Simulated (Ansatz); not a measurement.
## BSiH$_{5}$ClF: nudged elastic band

- system: BSiH$_{5}$ClF
- method: RHF/def2-SVP (Ansatz 0.2.0)

It belongs to a series of runs on one base structure; here: band between the two ends. Figures and captions count atoms from 1; the log counts them from 0 in places.

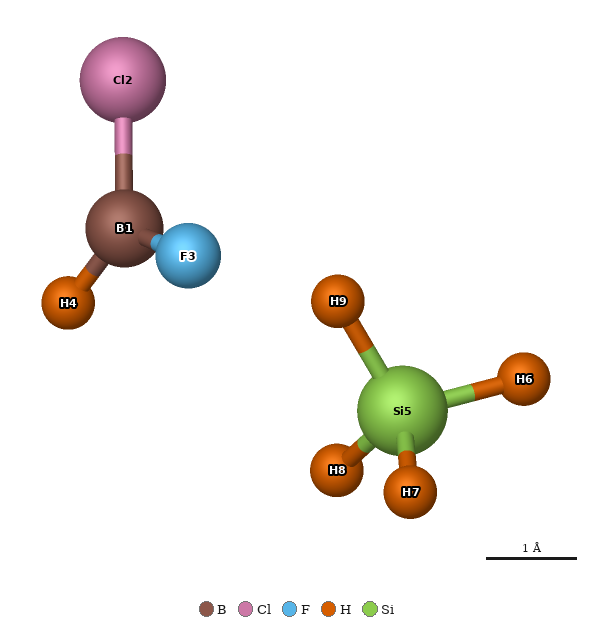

*The input geometry (ball-and-stick view, seen at a tilt; atoms are numbered from 1 in the order of the input).*

## Input
```yaml
crystal:
  periodic: [false, false, false]
  atoms:
    - { symbol: B, position_ang: [0.050619, -1.171295, -0.093604] }
    - { symbol: Cl, position_ang: [-0.106757, -2.062789, 1.409077] }
    - { symbol: F, position_ang: [1.236616, -1.011476, -0.606126] }
    - { symbol: H, position_ang: [-0.904751, -0.722093, -0.639859] }
    - { symbol: Si, position_ang: [0.074313, 3.237885, 1.207651] }
    - { symbol: H, position_ang: [0.762294, 3.994895, 2.278016] }
    - { symbol: H, position_ang: [0.815183, 3.388375, -0.065837] }
    - { symbol: H, position_ang: [-1.305254, 3.750478, 1.041318] }
    - { symbol: H, position_ang: [0.020237, 1.802818, 1.576065] }
basis:
  gaussian: { orbitals: def2-SVP }
hamiltonian:
  xc: hf
neb:
  order_check: false
  images: 5
  f_tol: 0.05
  max_iterations: 60
  final_atoms:
    - { symbol: B, position_ang: [0.1884718, 0.72589806, -0.30228826] }
    - { symbol: Cl, position_ang: [-0.67897209, -0.62453246, 2.63444789] }
    - { symbol: F, position_ang: [1.26282205, -0.00752448, -0.06260831] }
    - { symbol: H, position_ang: [-0.64103134, 0.23367096, -1.01929523] }
    - { symbol: Si, position_ang: [0.0342396, 2.61712625, 0.48015217] }
    - { symbol: H, position_ang: [0.94787666, 2.81601038, 1.63246256] }
    - { symbol: H, position_ang: [0.38724697, 3.60585181, -0.57468034] }
    - { symbol: H, position_ang: [-1.36097677, 2.88439465, 0.91003569] }
    - { symbol: H, position_ang: [0.50282313, -1.04409717, 2.40847482] }
  initial_path:
    images:
      - { positions_ang: [[0.050619, -1.171295, -0.093604], [-0.106757, -2.062789, 1.409077], [1.236616, -1.011476, -0.606126], [-0.904751, -0.722093, -0.639859], [0.074313, 3.237885, 1.207651], [0.762294, 3.994895, 2.278016], [0.815183, 3.388375, -0.065837], [-1.305254, 3.750478, 1.041318], [0.020237, 1.802818, 1.576065]] }
      - { positions_ang: [[0.04473196, -0.78311445, -0.05912571], [-0.075343, -1.37109602, 1.67914498], [1.22083176, -0.67258974, -0.61296342], [-0.93148786, -0.49065123, -0.62860133], [0.07841817, 2.86971723, 1.03915607], [0.71970538, 3.39483456, 2.2033599], [0.85264033, 3.23097314, -0.11019144], [-1.29254358, 3.3936954, 0.92791198], [0.02554683, 1.6350291, 1.66800996]] }
      - { positions_ang: [[0.03884493, -0.39493389, -0.02464742], [-0.04392899, -0.67940304, 1.94921296], [1.20504753, -0.33370348, -0.61980084], [-0.95822473, -0.25920945, -0.61734366], [0.08252334, 2.50154946, 0.87066114], [0.67711676, 2.79477412, 2.1287038], [0.89009767, 3.07357127, -0.15454588], [-1.27983317, 3.03691281, 0.81450597], [0.03085667, 1.4672402, 1.75995492]] }
      - { positions_ang: [[0.03295789, -0.00675334, 0.00983088], [-0.01251499, 0.01228994, 2.21928094], [1.18926329, 0.00518279, -0.62663826], [-0.98496159, -0.02776768, -0.60608599], [0.08662851, 2.13338169, 0.70216622], [0.63452813, 2.19471368, 2.05404769], [0.927555, 2.91616941, -0.19890031], [-1.26712275, 2.68013021, 0.70109995], [0.0361665, 1.2994513, 1.85189988]] }
      - { positions_ang: [[0.08479586, 0.23746379, -0.09420883], [-0.23466736, -0.19998419, 2.35766992], [1.21378288, 0.00094703, -0.43862828], [-0.87031817, 0.05937853, -0.7438224], [0.06916554, 2.29462988, 0.62816153], [0.73897764, 2.40181258, 1.91351932], [0.74745232, 3.14606354, -0.32416032], [-1.29840742, 2.74821836, 0.7707452], [0.19171871, 0.51826848, 2.03742486]] }
      - { positions_ang: [[0.13663383, 0.48168092, -0.19824854], [-0.45681973, -0.41225833, 2.49605891], [1.23830246, -0.00328872, -0.25061829], [-0.75567476, 0.14652475, -0.88155881], [0.05170257, 2.45587806, 0.55415685], [0.84342715, 2.60891148, 1.77299094], [0.56734965, 3.37595768, -0.44942033], [-1.32969209, 2.81630651, 0.84039044], [0.34727092, -0.26291435, 2.22294984]] }
      - { positions_ang: [[0.1884718, 0.72589806, -0.30228826], [-0.67897209, -0.62453246, 2.63444789], [1.26282205, -0.00752448, -0.06260831], [-0.64103134, 0.23367096, -1.01929523], [0.0342396, 2.61712625, 0.48015217], [0.94787666, 2.81601038, 1.63246256], [0.38724697, 3.60585181, -0.57468034], [-1.36097677, 2.88439465, 0.91003569], [0.50282313, -1.04409717, 2.40847482]] }
```

Machine: 1 thread of Arm Neoverse V1, 24 GiB of memory available, shared host.

Run as:
```bash
ansatz run input.yaml --threads 1 --pin off --max-ram 2048MiB --backend cpu --events-out ev --progress --plain --runs-dir out
```

## The program's output
```
Engine: ansatz 0.2.0, aarch64-unknown-linux-gnu
Functional definition: HF
  exchange = exact_x
  correlation = 0
925 factors; integrals over basis functions are off by at most 2.3e-4 eV
mean field evaluation 1: about -23813.7836 eV, gradient 2.5e1 eV
mean field evaluation 2: about -23813.8752 eV, gradient 2.6e1 eV
mean field evaluation 4: about -23815.6998 eV, gradient 2.7e0 eV
mean field evaluation 8: about -23815.7375 eV, gradient 1.4e-1 eV
mean field -23815.73760670 eV, -875.2122141595 hartree, gradient 4.4e-5 eV, S^2 0.000000; 0 other end points of the search recorded, 0 dependent functions left out
the calculation of the forces begins
reference -23815.73760670 eV, -875.2122141595 hartree; 25, 25 occupied and 64, 64 virtual orbitals, 925 factors
926 factors; integrals over basis functions are off by at most 6.8e-4 eV
mean field evaluation 16: about -23814.3066 eV, gradient 3.0e0 eV
mean field -23814.34832749 eV, -875.1611590901 hartree, gradient 5.7e-5 eV, S^2 0.000000; 0 other end points of the search recorded, 0 dependent functions left out
[... from here on the field's lines of each further geometry are left out, up to the last ...]
NEB iter   1: max|band force component| = 4.545e1 eV/Å  barrier→ = 9.2073 eV  barrier← = 7.8180 eV  Δτ_max = 0.2000 Å  (247 SCF iters)
NEB iter   2: max|band force component| = 7.859e0 eV/Å  barrier→ = 4.9434 eV  barrier← = 3.5541 eV  Δτ_max = 0.2000 Å  (172 SCF iters)
NEB iter   3: max|band force component| = 4.760e0 eV/Å  barrier→ = 3.9126 eV  barrier← = 2.5233 eV  Δτ_max = 0.2000 Å  (166 SCF iters)
NEB iter   4: max|band force component| = 9.463e-1 eV/Å  barrier→ = 3.9102 eV  barrier← = 2.5209 eV  Δτ_max = 0.1980 Å  (173 SCF iters)
NEB iter   5: max|band force component| = 2.258e0 eV/Å  barrier→ = 4.1295 eV  barrier← = 2.7403 eV  Δτ_max = 0.1000 Å  (161 SCF iters)
NEB iter   6: max|band force component| = 1.109e0 eV/Å  barrier→ = 4.0708 eV  barrier← = 2.6815 eV  Δτ_max = 0.1976 Å  (161 SCF iters)
NEB iter   7: max|band force component| = 1.106e0 eV/Å  barrier→ = 3.8346 eV  barrier← = 2.4453 eV  Δτ_max = 0.1005 Å  (159 SCF iters)
NEB iter   8: max|band force component| = 1.166e0 eV/Å  barrier→ = 3.5414 eV  barrier← = 2.1522 eV  Δτ_max = 0.0510 Å  (166 SCF iters)
NEB iter   9: max|band force component| = 1.035e0 eV/Å  barrier→ = 3.3727 eV  barrier← = 1.9834 eV  Δτ_max = 0.0501 Å  (164 SCF iters)
NEB iter  10: max|band force component| = 9.008e-1 eV/Å  barrier→ = 3.2344 eV  barrier← = 1.8451 eV  CI = image 3  Δτ_max = 0.0502 Å  (164 SCF iters)
NEB iter  11: max|band force component| = 1.085e0 eV/Å  barrier→ = 3.3851 eV  barrier← = 1.9959 eV  CI = image 3  Δτ_max = 0.0251 Å  (164 SCF iters)
NEB iter  12: max|band force component| = 1.338e0 eV/Å  barrier→ = 3.4083 eV  barrier← = 2.0190 eV  CI = image 3  Δτ_max = 0.0501 Å  (168 SCF iters)
NEB iter  13: max|band force component| = 1.327e0 eV/Å  barrier→ = 3.3324 eV  barrier← = 1.9431 eV  CI = image 3  Δτ_max = 0.0997 Å  (167 SCF iters)
NEB iter  14: max|band force component| = 1.610e0 eV/Å  barrier→ = 3.2080 eV  barrier← = 1.8187 eV  CI = image 3  Δτ_max = 0.0503 Å  (166 SCF iters)
NEB iter  15: max|band force component| = 7.748e-1 eV/Å  barrier→ = 3.1579 eV  barrier← = 1.7686 eV  CI = image 3  Δτ_max = 0.0990 Å  (165 SCF iters)
NEB iter  16: max|band force component| = 1.250e0 eV/Å  barrier→ = 3.1266 eV  barrier← = 1.7373 eV  CI = image 3  Δτ_max = 0.0500 Å  (164 SCF iters)
NEB iter  17: max|band force component| = 4.975e-1 eV/Å  barrier→ = 3.1280 eV  barrier← = 1.7387 eV  CI = image 3  Δτ_max = 0.0994 Å  (165 SCF iters)
NEB iter  18: max|band force component| = 5.195e-1 eV/Å  barrier→ = 3.1262 eV  barrier← = 1.7369 eV  CI = image 3  Δτ_max = 0.0502 Å  (162 SCF iters)
NEB iter  19: max|band force component| = 9.107e-1 eV/Å  barrier→ = 3.1255 eV  barrier← = 1.7362 eV  CI = image 3  Δτ_max = 0.0251 Å  (167 SCF iters)
NEB iter  20: max|band force component| = 3.851e-1 eV/Å  barrier→ = 3.1249 eV  barrier← = 1.7356 eV  CI = image 3  Δτ_max = 0.0499 Å  (169 SCF iters)
NEB iter  21: max|band force component| = 1.197e-1 eV/Å  barrier→ = 3.1245 eV  barrier← = 1.7352 eV  CI = image 3  Δτ_max = 0.0559 Å  (172 SCF iters)
NEB iter  22: max|band force component| = 1.431e-1 eV/Å  barrier→ = 3.1242 eV  barrier← = 1.7349 eV  CI = image 3  Δτ_max = 0.0280 Å  (170 SCF iters)
NEB iter  23: max|band force component| = 7.908e-2 eV/Å  barrier→ = 3.1241 eV  barrier← = 1.7348 eV  CI = image 3  Δτ_max = 0.0280 Å  (170 SCF iters)
NEB iter  24: max|band force component| = 1.024e-1 eV/Å  barrier→ = 3.1239 eV  barrier← = 1.7346 eV  CI = image 3  Δτ_max = 0.0140 Å  (171 SCF iters)
NEB iter  25: max|band force component| = 6.721e-2 eV/Å  barrier→ = 3.1236 eV  barrier← = 1.7344 eV  CI = image 3  Δτ_max = 0.0070 Å  (172 SCF iters)
NEB iter  26: max|band force component| = 1.423e-1 eV/Å  barrier→ = 3.1235 eV  barrier← = 1.7342 eV  CI = image 3  Δτ_max = 0.0035 Å  (158 SCF iters)
NEB iter  27: max|band force component| = 5.241e-2 eV/Å  barrier→ = 3.1234 eV  barrier← = 1.7341 eV  CI = image 3  Δτ_max = 0.0070 Å  (148 SCF iters)
NEB iter  28: max|band force component| = 2.110e-2 eV/Å  barrier→ = 3.1232 eV  barrier← = 1.7339 eV  CI = image 3  Δτ_max = 0.0140 Å  (348 SCF iters)
the calculation of the forces begins
reference -23812.61466621 eV, -875.0974482132 hartree; 25, 25 occupied and 64, 64 virtual orbitals, 927 factors
927 factors; integrals over basis functions are off by at most 1.2e-3 eV
mean field -23812.61466621 eV, -875.0974482132 hartree, gradient 8.2e-5 eV, S^2 0.000000; 1 other end points of the search recorded, 0 dependent functions left out
the calculation of the forces begins
reference -23812.61466621 eV, -875.0974482132 hartree; 25, 25 occupied and 64, 64 virtual orbitals, 927 factors
NEB iter  29: max|band force component| = 2.287e-2 eV/Å  barrier→ = 3.1229 eV  barrier← = 1.7337 eV  CI = image 3  Δτ_max = 0.0000 Å  (72 SCF iters)
```

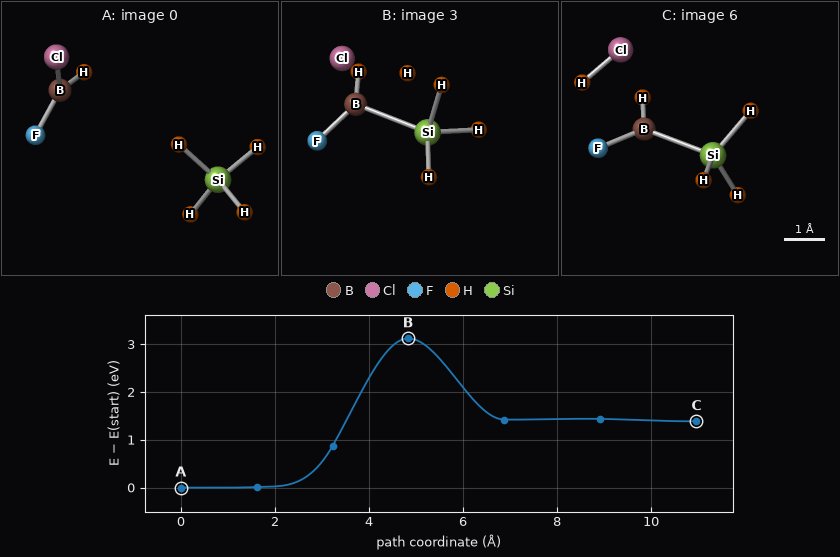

*Images of the last band (counted from 0; ball-and-stick, seen at a tilt) above the energy along the path; the line is a cubic interpolation that uses the forces.*

The highest image is number 3, 3.123 eV above the start and 1.734 eV above the end (the climbing image); the end lies 1.389 eV above the start. A further maximum stands at image 5, 1.438 eV from the start, so the path isn't one elementary step. The path is 10.96 Å long. The band converged in 29 iterations.

```
Total energy: -23812.61466621 eV, -875.0974482132 hartree
Atom 0 at    -0.032869     0.202311    -0.034161 Å, force    -0.005695     0.015288     0.011903 eV/Å
Atom 1 at     0.680596    -0.331475     1.909854 Å, force    -0.004476    -0.006692    -0.000668 eV/Å
Atom 2 at     0.890013    -0.187487    -0.930018 Å, force     0.006398    -0.006527    -0.004492 eV/Å
Atom 3 at    -1.118927    -0.302912    -0.080564 Å, force     0.001080    -0.003387    -0.004717 eV/Å
Atom 4 at    -0.003169     2.231035     0.419769 Å, force     0.002558    -0.001528    -0.010444 eV/Å
Atom 5 at    -0.093489     2.149911     2.085207 Å, force     0.000822     0.012649    -0.002334 eV/Å
Atom 6 at     1.260700     2.994688     0.344276 Å, force    -0.002097     0.002044     0.000167 eV/Å
Atom 7 at    -1.139471     3.166797     0.258260 Å, force    -0.004435    -0.001119     0.002988 eV/Å
Atom 8 at     0.199116     1.283931     2.134079 Å, force     0.005845    -0.010728     0.007599 eV/Å
Dipole moment:    -0.280207     0.862989     0.119908 e Å
this run last wrote the band of iteration 29 to [file]; this run last wrote the band within `neb.f_tol` of iteration 28 to [file]
```

## The last band as extended XYZ (Å, eV, eV/Å)
```
9
Properties=species:S:1:pos:R:3:forces:R:3 image=0 energy=-23815.73761
B     0.0506   -1.1713   -0.0936    0.0049  -0.0026   0.0054
Cl   -0.1068   -2.0628    1.4091    0.0001   0.0013   0.0015
F     1.2366   -1.0115   -0.6061   -0.0016   0.0011  -0.0015
H    -0.9048   -0.7221   -0.6399   -0.0035   0.0001  -0.0054
Si    0.0743    3.2379    1.2077    0.0002   0.0068   0.0012
H     0.7623    3.9949    2.2780   -0.0015  -0.0051  -0.0021
H     0.8152    3.3884   -0.0658   -0.0003  -0.0006   0.0012
H    -1.3053    3.7505    1.0413    0.0018  -0.0007   0.0009
H     0.0202    1.8028    1.5761   -0.0002  -0.0004  -0.0012
9
Properties=species:S:1:pos:R:3:forces:R:3 image=1 energy=-23815.72564
B    -0.0675   -0.8689    0.0194    0.0176  -0.0189   0.0083
Cl    0.4545   -1.7348    1.4545   -0.0233  -0.0260  -0.0198
F     0.8373   -0.4399   -0.8135    0.0051   0.0053  -0.0197
H    -1.2197   -0.6777   -0.2012   -0.0033  -0.0307   0.0119
Si    0.1303    2.9916    1.1279   -0.0086   0.0172  -0.0084
H     0.3608    3.7350    2.3850    0.0007   0.0402   0.0148
H     1.3001    3.1327    0.2336    0.0112   0.0032  -0.0013
H    -1.0808    3.5071    0.4488    0.0031   0.0073   0.0055
H    -0.0727    1.5617    1.4522   -0.0025   0.0024   0.0087
9
Properties=species:S:1:pos:R:3:forces:R:3 image=2 energy=-23814.86463
B    -0.0549   -0.3141    0.1748    0.1071  -0.7128   0.2702
Cl    0.6664   -0.9597    1.6805    0.0294  -0.8188  -0.2885
F     0.7295   -0.1217   -0.8556    0.0112   0.1719   0.1381
H    -1.2334   -0.2474    0.0349    0.0224  -0.0258   0.0606
Si    0.1055    2.6056    0.9321    0.0758   0.5216   0.6978
H     0.0894    2.9712    2.3445    0.1063   1.0983   0.3580
H     1.3759    2.9115    0.2535    0.0208   0.0093  -0.0538
H    -1.0568    3.1473    0.2067   -0.0503  -0.1329  -0.1088
H     0.0208    1.2141    1.3353   -0.3227  -0.1107  -1.0735
9
Properties=species:S:1:pos:R:3:forces:R:3 image=3 energy=-23812.61467
B    -0.0329    0.2023   -0.0342   -0.0057   0.0153   0.0119
Cl    0.6806   -0.3315    1.9099   -0.0045  -0.0067  -0.0007
F     0.8900   -0.1875   -0.9300    0.0064  -0.0065  -0.0045
H    -1.1189   -0.3029   -0.0806    0.0011  -0.0034  -0.0047
Si   -0.0032    2.2310    0.4198    0.0026  -0.0015  -0.0104
H    -0.0935    2.1499    2.0852    0.0008   0.0126  -0.0023
H     1.2607    2.9947    0.3443   -0.0021   0.0020   0.0002
H    -1.1395    3.1668    0.2583   -0.0044  -0.0011   0.0030
H     0.1991    1.2839    2.1341    0.0058  -0.0107   0.0076
9
Properties=species:S:1:pos:R:3:forces:R:3 image=4 energy=-23814.31458
B    -0.1801    0.5542   -0.4126   -0.0023   0.0036  -0.0017
Cl    0.9635   -0.6594    2.5092    0.0093   0.0068   0.0091
F     0.7991    0.0706   -1.1477   -0.0031   0.0003  -0.0047
H    -1.1572   -0.1355   -0.2925   -0.0034   0.0026  -0.0009
Si   -0.0392    2.4380    0.3952   -0.0021   0.0022  -0.0014
H    -0.5247    2.4231    1.8016   -0.0072   0.0041  -0.0055
H     1.3480    2.9633    0.3787    0.0029  -0.0045   0.0055
H    -0.9112    3.3728   -0.3646    0.0023   0.0021  -0.0085
H     0.3444    0.1797    3.2394    0.0037  -0.0171   0.0082
9
Properties=species:S:1:pos:R:3:forces:R:3 image=5 energy=-23814.29967
B     0.0058    0.6573   -0.4730    0.0031  -0.0012   0.0000
Cl   -0.1503   -0.9608    2.5732   -0.0027   0.0059   0.0077
F     1.1519    0.1102   -0.8236    0.0025  -0.0011   0.0051
H    -0.9896    0.0302   -0.7151    0.0008   0.0027  -0.0030
Si    0.0180    2.5232    0.3951   -0.0006   0.0012  -0.0001
H     0.4039    2.4134    1.8277    0.0069   0.0019  -0.0013
H     1.0003    3.4139   -0.2745   -0.0040   0.0036  -0.0064
H    -1.3229    3.1564    0.3270   -0.0031  -0.0025   0.0044
H     0.5253   -0.1370    3.2698   -0.0030  -0.0104  -0.0065
9
Properties=species:S:1:pos:R:3:forces:R:3 image=6 energy=-23814.34833
B     0.1885    0.7259   -0.3023   -0.0065   0.0007  -0.0036
Cl   -0.6790   -0.6245    2.6344    0.0274  -0.0082  -0.0069
F     1.2628   -0.0075   -0.0626    0.0029  -0.0018   0.0038
H    -0.6410    0.2337   -1.0193    0.0024   0.0013  -0.0004
Si    0.0342    2.6171    0.4802   -0.0003   0.0023   0.0040
H     0.9479    2.8160    1.6325    0.0004  -0.0005  -0.0017
H     0.3872    3.6059   -0.5747   -0.0012  -0.0013  -0.0010
H    -1.3610    2.8844    0.9100    0.0018  -0.0015   0.0003
H     0.5028   -1.0441    2.4085   -0.0269   0.0090   0.0056
```

## Results in brief

- outcome: converged
- barrier, forward: 3.123 eV
- barrier, backward: 1.734 eV
- wall time: 3.8 min
- peak memory: 0.16 GiB

## Remarks

The order of the saddle point was not checked.
